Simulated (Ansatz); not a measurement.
## Quasi-harmonic thermodynamics of GaC (hypothetical, Pm-3m)

How much does GaC (hypothetical) expand with temperature? The compound is hypothetical: it was made by swapping elements on a known structure type.

Calculated with Ansatz 0.2.0; DFT PBEsol, scalar-relativistic, plane waves, PAW.

## Step 1: Starting point

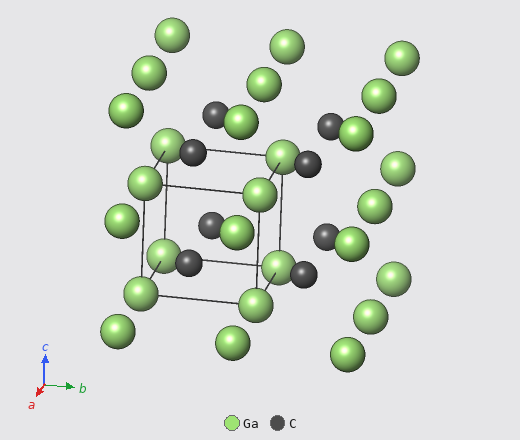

The cell as given, slightly off an axis (gallium green, carbon dark grey). 2×2×2 cells are drawn. Some periodic images of atoms are drawn too.

## Step 2: Probe on a coarse mesh

Before spending time, one coarse run tells the gap and the pressure of the starting cell.

Input file input.yaml:

```yaml
crystal:
  lattice:
    - [3.55547, 0.0, 0.0]
    - [0.0, 3.55547, 0.0]
    - [0.0, 0.0, 3.55547]
  atoms:
    - { symbol: Ga, position: [0.0, 0.0, 0.0] }
    - { symbol: C, position: [0.5, 0.5, 0.5] }
kpoints:
  mp_grid: { grid: [6, 6, 6] }
hamiltonian:
  xc: pbesol
scf:
  occupations: { method: gaussian, width: 0.1 }
output:
  forces: true
  stress: true
  eigenvalues: true
```

Started as:

```
ansatz run input.yaml --threads 4 --pin off --max-ram 8192MiB --backend cpu --events-out ev --progress --plain --runs-dir out
```

Numbers of over 12 decimals in the logs are rounded to 6 here.

The log of the run:

```text
Engine: ansatz 0.2.0, aarch64-unknown-linux-gnu
Pseudopotentials: kind: paw
Pseudopotential: Ga, paw, valence charge 13, recommended cutoff 420 eV (normal), Ga.paw.azcp
Pseudopotential: C, paw, valence charge 4, recommended cutoff 420 eV (normal), C.paw.azcp
Functional definition: PBEsol
  exchange = pbesol_x
  correlation = pbesol_c
Crystal: 2 atoms, lattice volume = 44.946 Å³
Basis set: ecut = 420 eV, 895 PW (Γ), exchange–correlation on 48×48×48 points (8 copies of the dense FFT grid, shifted against one another)
Bands: 13, of which v1, the nominal top of the filled ones, is band 9 counted from 1 (8 counted from 0)
Symmetry: 48 space group operations
Space group: Pm-3m (ITA 221), of the structure as read, at distance tolerance 3.6e-5 Å
k-points: 20 of 216
Non-local potential: Ga, projectors of the file, l = 0: 2, l = 1: 2, l = 2: 3, l = 3: 1
Non-local potential: C, projectors of the file, l = 0: 2, l = 1: 2, l = 2: 1
PAW form: soft (Blöchl's): semilocal exchange-correlation on the pseudo side does not see the compensation charge
PAW frozen core: Ga, regenerated for the run's functional, and the local potential with it (the file was generated under x = pbe(κ = 0.804, μ = 0.219515), c = pbe(β = 0.066725))
PAW frozen core: C, regenerated for the run's functional, and the local potential with it (the file was generated under x = pbe(κ = 0.804, μ = 0.219515), c = pbe(β = 0.066725))
PAW one-centre angular grid: Ga, 590 points (default); XC on 64 Gauss nodes
PAW one-centre angular grid: C, 110 points (default); XC on 64 Gauss nodes
Initial density: superposition of atomic densities (neutral atoms: chi_scale 0, normalization atom), corrected by the library's trained network
Initial wavefunctions: pseudopotential atomic-orbital guess
Functional: x = pbesol(κ = 0.804, μ = 0.123457), c = pbesol(β = 0.046)
SCF iter   1: F=—  HF=-3983.512912 eV  |F-HF|=—  |Δ(HF+E_count)|=         —  Δρ=8.12e-3  dr2=5.18e-2  ethr=1.77e-3  ⟨swp⟩=5.0  Hψ=1297  notcnv=0
preconditioner: auto → none  [metal: Δε(μ)=0.100 eV  Ē_g=13.665 eV  σ=0.100 eV  W_gap=0.45  n_scr=6 (ndim 8)  ℏωp=22.8 eV  f_vac=0.000  D(μ)=2.28/eV (n_scr^D=18)  sad-step TF]
SCF iter   2: F=—  HF=-3983.506799 eV  |F-HF|=—  |Δ(HF+E_count)|=   6.11e-3  Δρ=5.70e-3  dr2=2.61e-2  ethr=3.05e-4  ⟨swp⟩=1.0  Hψ=420  notcnv=0
SCF iter   3: F=—  HF=-3983.501173 eV  |F-HF|=—  |Δ(HF+E_count)|=   5.63e-3  Δρ=9.94e-4  dr2=9.06e-4  ethr=1.53e-4  ⟨swp⟩=1.3  Hψ=266  notcnv=0
SCF iter   4: F=—  HF=-3983.500951 eV  |F-HF|=—  |Δ(HF+E_count)|=   2.22e-4  Δρ=2.94e-4  dr2=1.22e-5  ethr=5.33e-6  ⟨swp⟩=2.8  Hψ=420  notcnv=0
SCF iter   5: F=—  HF=-3983.500989 eV  |F-HF|=—  |Δ(HF+E_count)|=   3.77e-5  Δρ=4.35e-5  dr2=2.85e-7  ethr=7.15e-8  ⟨swp⟩=2.0  Hψ=421  notcnv=0
SCF iter   6: F=-3983.500990 eV  HF=-3983.500990 eV  |F-HF|=1.65e-9  |Δ(HF+E_count)|=   8.52e-7  Δρ=6.74e-6  dr2=1.35e-8  ethr=5.88e-10  ⟨swp⟩=5.5  Hψ=1160  notcnv=0
SCF 1 converged in 6 iterations: F = -3983.500990 eV  dr2 = 1.35e-8
  greatest PAW one-centre occupation: 0.995 electrons in one spin orbital (limit 2), on the Ga atom at site 0 (counted from 0), in its partial waves of l = 2
SCF converged after 6 iterations
Free energy (F): -3983.500990 eV
Harris-Foulkes:  -3983.500990 eV  (|F-HF|=1.65e-9)
Internal energy: -3983.490530 eV  (E = F + TS)
E sigma→0 (E₀):  -3983.495760 eV
Entropy (-TS):   -0.010460 eV (-5.230 meV/atom)
Fermi energy:    3.381219 eV
--- Per-component energies (eV) ---
  E_band       = -116.519204
  E_kinetic    = 180.659808
  E_local      = -2242.278422  (includes V_loc(G=0)·N_el)
  E_nonlocal   = 451.940703
  E_hartree    = 1004.948351
  E_xc         = -108.090030
  E_vxc        = -106.328541  (∫ρ·V_xc dr)
  E_paw        = -2039.745333  (= ΣΔE_a)
  E_vpaw       = -410.410107  (= ΣTr[D̂ρ^β])
  E_aug_tail   = -0.000089  (compensation charges beyond the density's cutoff)
  E_ewald      = -1231.809597
  E_core_change = 0.884078  (= ΣΔE_core)
  E_smearing   = -0.010460  (= −TS)
  E_closure    = -0.000000  (closes the sum)
  Σ components = -3983.500990   (vs F -3983.500990, Δ=0.00e0)
--- Forces (eV/Å), atoms counted from 1 ---
  atom   1  Ga    -0.00000000    -0.00000000    -0.00000000
  atom   2  C      0.00000000     0.00000000     0.00000000
  max |Σ_I F_I| component: 9.04e-31 eV/Å
--- Stress (GPa, compression-positive) ---
      -17.315157       0.000000       0.000000
        0.000000     -17.315157       0.000000
       -0.000000       0.000000     -17.315157
  P = ⅓ Tr σ = -17.3152 GPa (-173.152 kbar)
--- Band table (eV; the first three rows and the last of 20) ---
  k-point 0: bands = [... 5 lower, -6.6372, -0.0059, 3.4758, 3.4758, 3.4758, 10.4136, 10.4136, 10.4136]
  k-point 1: bands = [... 5 lower, -6.4201, -0.5073, 3.5270, 3.6239, 3.6239, 8.6838, 10.1751, 10.1751]
  k-point 2: bands = [... 5 lower, -5.8638, -1.6422, 3.9584, 3.9584, 4.0394, 6.7879, 9.6248, 9.6248]
  k-point 19: bands = [... 5 lower, -4.4033, 1.4335, 2.5613, 2.5613, 2.5613, 4.9884, 4.9884, 4.9884]
```

Run time: 0.33 s. Hardware: 4 threads of Arm Neoverse V2, shared host; peak memory 0.28 GiB; 0.84 s of CPU time.

The column dr2 measures how far the density is from self-consistency, as an energy; F and HF (Harris–Foulkes) agree once it is small.

Numbers from this step:

```
pressure          : -17.32 GPa
volume per atom   : 22.47 Å³
gap on the k-mesh : 0 eV
```

The start is under -17 GPa at this level and looks like a metal on this mesh.

## Step 3: A loose first relaxation

The start is far from rest, so a relaxation with loose thresholds first brings it near the minimum.

input.yaml, as its differences from that of step 2:

```diff
@@ -18 +18,6 @@
   eigenvalues: true
+relax:
+  adjacent_minimum: "off"
+  f_tol: 0.05
+  max_steps: 80
+  cell: { stress_tol: 0.5 }
```

The log of the run:

```text
[...]
Crystal: 2 atoms, lattice volume = 44.946 Å³
Basis set: ecut = 420 eV, 895 PW (Γ), exchange–correlation on 48×48×48 points (8 copies of the dense FFT grid, shifted against one another)
Bands: 13, of which v1, the nominal top of the filled ones, is band 9 counted from 1 (8 counted from 0)
Symmetry: 48 space group operations
[...]
k-points: 20 of 216
[...]
SCF iter   1: F=—  HF=-3983.512912 eV  |F-HF|=—  |Δ(HF+E_count)|=         —  Δρ=8.12e-3  dr2=5.18e-2  ethr=1.77e-3  ⟨swp⟩=5.0  Hψ=1297  notcnv=0
[...]
SCF iter   6: F=-3983.500990 eV  HF=-3983.500990 eV  |F-HF|=1.65e-9  |Δ(HF+E_count)|=   8.52e-7  Δρ=6.74e-6  dr2=1.35e-8  ethr=5.88e-10  ⟨swp⟩=5.5  Hψ=1160  notcnv=0
SCF 1 converged in 6 iterations: F = -3983.500990 eV  dr2 = 1.35e-8
[...]
relax step   1: F+E_penalty+E_count = -3983.50098954 eV  Δ(F+E_penalty+E_count) = +0.000e0 eV  max|allowed force component| = 4.602e-31 eV/Å  Δτ_max = 0.0000 Å  P = -17.315 GPa  Ω = 44.946 Å³  (6 SCF iters, dr2 threshold 1.00e-7 eV, accepted)
Crystal: 2 atoms, lattice volume = 38.688 Å³
Basis set: ecut = 420 eV, 739 PW (Γ), exchange–correlation on 48×48×48 points (8 copies of the dense FFT grid, shifted against one another)
[...]
iter 1 solved again at ethr=2.59e-5 eV; its pass at ethr=3.10e-3 eV (dr2=4.41e-3 eV) is discarded
[...]
SCF iter   6: F=-3984.234478 eV  HF=-3984.234478 eV  |F-HF|=5.65e-10  |Δ(HF+E_count)|=   2.95e-8  Δρ=2.38e-6  dr2=1.25e-9  ethr=8.36e-10  ⟨swp⟩=2.2  Hψ=922  notcnv=0
SCF 2 converged in 6 iterations: F = -3984.234478 eV  dr2 = 1.25e-9
relax step   2: F+E_penalty+E_count = -3984.23447842 eV  Δ(F+E_penalty+E_count) = -7.335e-1 eV  max|allowed force component| = 3.985e-31 eV/Å  Δτ_max = 0.0000 Å  P = -19.966 GPa  Ω = 38.688 Å³  energy of the carried Pulay correction = +5.124e-3 eV  (6 SCF iters, dr2 threshold 2.00e-7 eV, accepted)
Crystal: 2 atoms, lattice volume = 33.039 Å³
Basis set: ecut = 420 eV, 619 PW (Γ), exchange–correlation on 48×48×48 points (8 copies of the dense FFT grid, shifted against one another)
[...]
SCF iter   6: F=-3984.962349 eV  HF=-3984.962349 eV  |F-HF|=1.68e-10  |Δ(HF+E_count)|=   3.38e-9  Δρ=1.18e-6  dr2=1.57e-10  ethr=3.78e-11  ⟨swp⟩=1.1  Hψ=775  notcnv=0
SCF 3 converged in 6 iterations: F = -3984.962349 eV  dr2 = 1.57e-10
relax step   3: F+E_penalty+E_count = -3984.96234899 eV  Δ(F+E_penalty+E_count) = -7.279e-1 eV  max|allowed force component| = 3.533e-31 eV/Å  Δτ_max = 0.0000 Å  P = -20.625 GPa  Ω = 33.039 Å³  energy of the carried Pulay correction = +1.046e-2 eV  (6 SCF iters, dr2 threshold 2.00e-7 eV, accepted)
[...]
relax step   4: F+E_penalty+E_count = -3985.61119834 eV  Δ(F+E_penalty+E_count) = -6.488e-1 eV  max|allowed force component| = 1.578e-30 eV/Å  Δτ_max = 0.0000 Å  P = -19.751 GPa  Ω = 27.969 Å³  energy of the carried Pulay correction = +1.595e-2 eV  (6 SCF iters, dr2 threshold 2.00e-7 eV, accepted)
[...]
relax step   5: F+E_penalty+E_count = -3986.06666666 eV  Δ(F+E_penalty+E_count) = -4.555e-1 eV  max|allowed force component| = 1.249e-30 eV/Å  Δτ_max = 0.0000 Å  P = -9.233 GPa  Ω = 23.337 Å³  energy of the carried Pulay correction = +2.166e-2 eV  (6 SCF iters, dr2 threshold 2.00e-7 eV, accepted)
[...]
relax step   6: F+E_penalty+E_count = -3986.09933528 eV  Δ(F+E_penalty+E_count) = -3.267e-2 eV  max|allowed force component| = 2.104e-30 eV/Å  Δτ_max = 0.0000 Å  P = +8.411 GPa  Ω = 20.390 Å³  energy of the carried Pulay correction = +2.569e-2 eV  (6 SCF iters, dr2 threshold 2.00e-7 eV, accepted)
[...]
relax step   7: F+E_penalty+E_count = -3986.12579392 eV  Δ(F+E_penalty+E_count) = -2.646e-2 eV  max|allowed force component| = 9.532e-31 eV/Å  Δτ_max = 0.0000 Å  P = -0.077 GPa  Ω = 21.527 Å³  energy of the carried Pulay correction = +2.410e-2 eV  (7 SCF iters, dr2 threshold 2.00e-7 eV, accepted)
Basis set: ecut = 420 eV, 437 PW (Γ), exchange–correlation on 40×40×40 points (8 copies of the dense FFT grid, shifted against one another)
[...]
SCF iter   1: F=—  HF=-3986.121328 eV  |F-HF|=—  |Δ(HF+E_count)|=         —  Δρ=5.76e-4  dr2=1.56e-5  ethr=3.78e-8  ⟨swp⟩=2.8  Hψ=1981  notcnv=0
eigensolver tolerance schedule calibrated: the retry pair's looser diagonalisation under-reported the residual by θ = 0.59 (0.12/decade); ethr = c·dr2/N_el runs at the constant in force after the calibration composes with the one it found (an armed cap, an earlier calibration), c = 7.0e-2
[...]
SCF iter   2: F=—  HF=-3986.121334 eV  |F-HF|=—  |Δ(HF+E_count)|=   6.64e-6  Δρ=3.88e-4  dr2=9.87e-6  ethr=3.78e-8  ⟨swp⟩=2.0  Hψ=422  notcnv=0
[...]
SCF iter   6: F=-3986.121338 eV  HF=-3986.121338 eV  |F-HF|=9.09e-13  |Δ(HF+E_count)|=  7.55e-11  Δρ=1.71e-7  dr2=1.17e-12  ethr=1.00e-12  ⟨swp⟩=1.9  Hψ=774  notcnv=0
SCF 8 converged in 6 iterations: F = -3986.121338 eV  dr2 = 1.17e-12
relax step   8: F+E_penalty+E_count = -3986.12133779 eV  Δ(F+E_penalty+E_count) = +4.456e-3 eV  max|allowed force component| = 1.085e-30 eV/Å  Δτ_max = 0.0000 Å  P = -0.324 GPa  Ω = 21.527 Å³  stress off target by 3.24e-1 GPa  SCF on the basis re-selected at this cell (its energy is not comparable with the rows above)  (6 SCF iters)
basis re-selected at this cell: Δ(F+E_penalty+E_count) = +4.456e-3 eV, ΔP = -0.247 GPa vs the last step (what re-selecting the basis moved, of the pressure what is left beyond the Pulay correction that the steps carried, after the strain that the cell walked since its last selection, with what the two solves' SCF thresholds leave and, on support functions, any second-order correction that the steps lacked; it is no measure of the basis error at this ecutwfc). The dense FFT grid was sized anew with the basis: this SCF ran on 20×20×20 points, the steps before it on 24×24×24, so part of this shift can come from that change (see relax.cell in the input reference). [rest of the remark cut]
SCF converged after 6 iterations
Free energy (F): -3986.121338 eV
[...]
Internal energy: -3986.111462 eV  (E = F + TS)
E sigma→0 (E₀):  -3986.116400 eV
Entropy (-TS):   -0.009876 eV (-4.938 meV/atom)
Fermi energy:    12.127649 eV
[...]
--- Stress (GPa, compression-positive) ---
       -0.323835      -0.000000      -0.000000
       -0.000000      -0.323835      -0.000000
       -0.000000      -0.000000      -0.323835
  P = ⅓ Tr σ = -0.3238 GPa (-3.238 kbar)
--- Band table (eV; the first three rows and the last of 20) ---
  k-point 0: bands = [... 5 lower, -2.4783, 11.9042, 11.9042, 11.9042, 13.4707, 21.0181, 21.0181, 26.1108]
  k-point 1: bands = [... 5 lower, -2.4748, 8.9667, 12.2819, 12.2819, 14.9254, 21.4773, 21.6464, 25.1267]
  k-point 2: bands = [... 5 lower, -1.1333, 5.2275, 13.1831, 13.1831, 16.3061, 20.2365, 22.8654, 23.0313]
  k-point 19: bands = [... 5 lower, 5.0442, 9.8860, 9.8860, 9.8860, 13.0998, 13.0998, 13.0998, 14.4420]
--- Relaxed structure (7 steps of the walk, 7 accepted, 1 SCFs on fresh bases) ---
  F+E_penalty+E_count = -3986.12133779 eV   max|allowed force component| = 1.085e-30 eV/Å   (the final SCF, on the basis selected at the relaxed cell)
  cell:  # Å, volume = 21.5271 Å³
    - [2.781815, 0, 0]
    - [0, 2.781815, 0]
    - [0, 0, 2.781815]
  atoms:
    - { symbol: Ga, position: [0, 0, 0] }
    - { symbol: C, position: [0.500000, 0.5, 0.500000] }
```

Run time: 2.2 s. Hardware: 4 threads; peak memory 0.3 GiB; 6.5 s of CPU time.

Step by step:

| step | energy less that of the first step (eV) | largest force component (eV/Å) | pressure (GPa) | volume (Å³) |
| --- | --- | --- | --- | --- |
| 1 | 0.0000 | 0.0000 | -17.32 | 44.95 |
| 2 | -0.7335 | 0.0000 | -19.97 | 38.69 |
| 3 | -1.4614 | 0.0000 | -20.62 | 33.04 |
| 4 | -2.1102 | 0.0000 | -19.75 | 27.97 |
| 5 | -2.5657 | 0.0000 | -9.23 | 23.34 |
| 6 | -2.5983 | 0.0000 | 8.41 | 20.39 |
| 7 | -2.6248 | 0.0000 | -0.08 | 21.53 |
| 8* | -2.6203 | 0.0000 | -0.32 | 21.53 |

Relaxation steps marked * repeat the geometry before them on a plane-wave basis chosen anew for their cell, so energy and pressure can jump there.

Forces are held to the 48 operations that the run works with; a distortion that breaks them can't arise in this run.

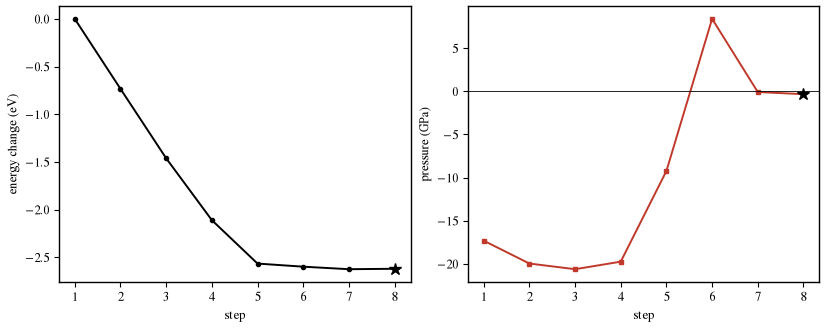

Energy and pressure along the relaxation. Stars mark steps on a basis chosen anew.

| cell as run | before | after | change |
| --- | --- | --- | --- |
| a (Å) | 3.555 | 2.782 | -21.8 % |
| b (Å) | 3.555 | 2.782 | -21.8 % |
| c (Å) | 3.555 | 2.782 | -21.8 % |
| volume (Å³/atom) | 22.47 | 10.76 | -52.1 % |

The relaxed structure:

```xyz
2
Lattice="2.7818 0.0000 0.0000 0.0000 2.7818 0.0000 0.0000 0.0000 2.7818" Properties=species:S:1:pos:R:3 pbc="T T T"
Ga    0.0000    0.0000    0.0000
C     1.3909    1.3909    1.3909
```

This step gave:

- pressure: -0.3238 GPa
- volume per atom: 10.76 Å³

The relaxation ends with a pressure of -0.32 GPa.

## Step 4: Relaxation

Phonons are second derivatives about a minimum, so cell and atoms are relaxed first, inside the symmetry of the start.

input.yaml, the sections that differ from step 3:

```yaml
crystal:
  lattice:
    - [2.7818150682, 0.0, 0.0]
    - [0.0, 2.7818150682, 0.0]
    - [0.0, 0.0, 2.7818150682]
  atoms:
    - { symbol: Ga, position: [0.0, 0.0, 0.0] }
    - { symbol: C, position: [0.5, 0.5, 0.5] }
kpoints:
  mp_grid: { grid: [16, 16, 16] }
relax:
  adjacent_minimum: "off"
  f_tol: 0.005
  max_steps: 80
  cell: { stress_tol: 0.05 }
# hamiltonian, scf, output: as in step 3
```

The log of the run:

```text
[...]
Crystal: 2 atoms, lattice volume = 21.527 Å³
Basis set: ecut = 420 eV, 437 PW (Γ), exchange–correlation on 40×40×40 points (8 copies of the dense FFT grid, shifted against one another)
Bands: 13, of which v1, the nominal top of the filled ones, is band 9 counted from 1 (8 counted from 0)
Symmetry: 48 space group operations
[...]
k-points: 165 of 4096
[...]
k-point 164: bands = [... 5 lower, 5.2876, 10.0703, 10.0703, 10.0703, 13.2433, 13.2433, 13.2433, 14.6728]
--- Relaxed structure (3 steps of the walk, 3 accepted, 1 SCFs on fresh bases) ---
[...]
cell:  # Å, volume = 21.3047 Å³
    - [2.772202, 0, 0.0]
    - [0, 2.772202, 0]
    - [0.0, 0, 2.772202]
  atoms:
    - { symbol: Ga, position: [0, 0, 0] }
    - { symbol: C, position: [0.5, 0.5, 0.5] }
[key lines of the parts left out:]
SCF converged after 6 iterations
Free energy (F): -3986.135575 eV
Fermi energy:    12.444637 eV
P = ⅓ Tr σ = -0.0116 GPa (-0.116 kbar)
```

The job ended after 2.8 s (4 threads; peak memory 0.35 GiB; 9.7 s of CPU time).

Step by step:

| step | energy less that of the first step (eV) | largest force component (eV/Å) | pressure (GPa) | volume (Å³) |
| --- | --- | --- | --- | --- |
| 1 | 0.0000 | 0.0000 | -1.48 | 21.53 |
| 2 | -0.0013 | 0.0000 | -0.30 | 21.35 |
| 3 | -0.0014 | 0.0000 | 0.01 | 21.30 |
| 4* | -0.0010 | 0.0000 | -0.01 | 21.30 |

Relaxation steps marked * repeat the geometry before them on a plane-wave basis chosen anew for their cell, so energy and pressure can jump there.

The run keeps the 48 symmetry operations that it works with, so distortions that break them were not tested.

| conventional cell, symmetrised | before | after | change |
| --- | --- | --- | --- |
| a (Å) | 2.782 | 2.772 | -0.3 % |
| b (Å) | 2.782 | 2.772 | -0.3 % |
| c (Å) | 2.782 | 2.772 | -0.3 % |
| volume (Å³/atom) | 10.76 | 10.65 | -1.0 % |

Final coordinates:

```xyz
2
Lattice="2.7722 0.0000 0.0000 0.0000 2.7722 0.0000 0.0000 0.0000 2.7722" Properties=species:S:1:pos:R:3 pbc="T T T"
Ga    0.0000    0.0000    0.0000
C     1.3861    1.3861    1.3861
```

Numbers from this step:

| Item | Value |
| --- | --- |
| pressure | -0.01158 GPa |
| volume per atom | 10.65 Å³ |

The relaxation ends with a pressure of -0.01 GPa.

## Step 5: Relaxing to small residual forces and stress

The thresholds are tightened for a last relaxation ahead of the phonons, and where mesh or smearing change with them the cell follows.

input.yaml, the sections that differ from step 4:

```yaml
crystal:
  lattice:
    - [2.7722020432, 0.0, 0.0]
    - [0.0, 2.7722020432, 0.0]
    - [0.0, 0.0, 2.7722020432]
  atoms:
    - { symbol: Ga, position: [0.0, 0.0, 0.0] }
    - { symbol: C, position: [0.5, 0.5, 0.5] }
scf:
  occupations: { method: methfessel_paxton, width: 0.15 }
relax:
  adjacent_minimum: "off"
  f_tol: 0.001
  max_steps: 60
  cell: { stress_tol: 0.01 }
# kpoints, hamiltonian, output: as in step 4
```

The log of the run:

```text
[...]
Crystal: 2 atoms, lattice volume = 21.305 Å³
Basis set: ecut = 420 eV, 437 PW (Γ), exchange–correlation on 40×40×40 points (8 copies of the dense FFT grid, shifted against one another)
Bands: 13, of which v1, the nominal top of the filled ones, is band 9 counted from 1 (8 counted from 0)
Symmetry: 48 space group operations
[...]
k-points: 165 of 4096
[...]
k-point 164: bands = [... 5 lower, 5.2910, 10.0729, 10.0729, 10.0729, 13.2460, 13.2460, 13.2460, 14.6771]
--- Relaxed structure (2 steps of the walk, 2 accepted, 1 SCFs on fresh bases) ---
[...]
cell:  # Å, volume = 21.3009 Å³
    - [2.772038, 0, 0.0]
    - [0, 2.772038, 0]
    - [0.0, 0, 2.772038]
  atoms:
    - { symbol: Ga, position: [0, 0, 0] }
    - { symbol: C, position: [0.5, 0.5, 0.5] }
[key lines of the parts left out:]
SCF converged after 4 iterations
Free energy (F): -3986.133002 eV
Fermi energy:    12.449258 eV
P = ⅓ Tr σ = -0.0072 GPa (-0.072 kbar)
```

Elapsed: 2 s, on 4 threads; peak memory 0.35 GiB; 6.8 s of CPU time.

Little changed from the start: no atom moved by 0.005 Å and no cell edge by 0.1 %.

Numbers from this step:

```
pressure : -0.007166 GPa
```

The residual pressure is -0.0072 GPa, small enough for phonons.

(Part 1 of 3 ends here.)

[Logs are printed without paths, hosts, clocks, repeated set-up lines and the standing remarks that a program may print on its own settings, such as how far it seeks lower states.]

[Hosts, paths, dates, database ids (printed as entryN), source tags and the programs' standing remarks are cut or masked in the printed files.]

[A step with changed settings may run another functional than the one named; its input shows which.]

[Pressures of single members of a volume series are the stress at the run's cutoff; with an incomplete basis they can lie off −dE/dV of the same runs, and they are not shown converged.]
